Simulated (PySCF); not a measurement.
**Core-level calculation, with input and output: GeNH4Br**

The run: core-level calculation of GeNH4Br, SMILES [NH2][GeH2][Br]. Method and program: delta-SCF UKS SCAN, pcX-2 on the ionised atom, pcseg-1 elsewhere, spin-free X2C (PySCF 2.14.0).

Figures and captions count atoms from 1; the log counts them from 0 in places.

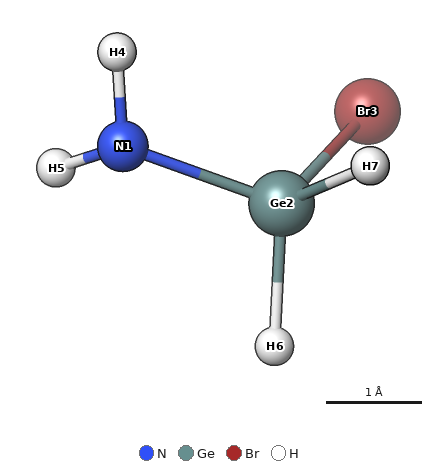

Fig. 1: The structure as given in the input (ball-and-stick view, seen at a tilt; atoms are numbered from 1 in the order of the input). Sticks mark near contacts.

## Results in brief

| quantity | value |
| --- | --- |
| outcome | converged |
| hardware | 1 CPU thread, shared host |
| wall time | 4 s |
| peak memory | 0.41 GiB |

## The input
```
{"job": {"kind": "xps"}, "charge": 0, "multiplicity": 1}
N     -1.177646     0.238226    -0.014469
Ge     0.497619    -0.462381     0.000677
Br     2.166333     1.167229    -0.011693
H     -1.419553     0.791172     0.803842
H     -1.412513     0.768539    -0.849742
H      0.694928    -1.279925    -1.279615
H      0.687763    -1.247230     1.302219
```

The first line tells a small driver script what to run in PySCF; the rest is the geometry in Å.

Launch command:
```bash
OMP_NUM_THREADS=1 python <driver script> task.json out
```

## Log
```
ground state, core basis on atom 0 (N), 119 functions
  cycle   1  E = -4749.77235702  |g| = 4.98e-01
  cycle   2  E = -4749.65008193  |g| = 8.77e-01
  cycle   3  E = -4749.82539272  |g| = 1.17e-01
  cycle   4  E = -4749.82893571  |g| = 3.82e-02
  cycle   5  E = -4749.82938950  |g| = 1.05e-02
  cycle   6  E = -4749.82941924  |g| = 2.74e-03
  cycle   7  E = -4749.82941683  |g| = 7.81e-04
  cycle   8  E = -4749.82941856  |g| = 8.82e-05
  E(ground) = -4750.10709678 Eh
hole in N 1s of atom 0
  cycle   1  E = -4734.23639363  |g| = 1.86e+00
  cycle   2  E = -4732.91219217  |g| = 2.34e+00
  cycle   3  E = -4734.79207550  |g| = 4.98e-01
  cycle   4  E = -4734.83854498  |g| = 3.89e-01
  cycle   5  E = -4734.94176647  |g| = 9.27e-02
  cycle   6  E = -4734.94650725  |g| = 1.84e-02
  cycle   7  E = -4734.94673052  |g| = 5.43e-03
  cycle   8  E = -4734.94675178  |g| = 1.42e-03
  cycle   9  E = -4734.94675612  |g| = 5.13e-04
  cycle  10  E = -4734.94675416  |g| = 1.66e-04
  E(ion) = -4735.22312309 Eh   <S^2> = 0.7657   hole on atom = 1.000   binding energy = 405.014 eV
```

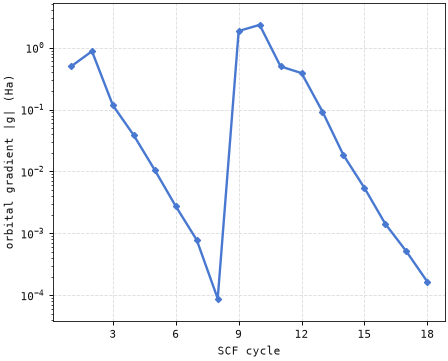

Fig. 2: Convergence of the self-consistent field: orbital gradient |g| against the SCF cycle. All cycles printed in the log are drawn one after another.
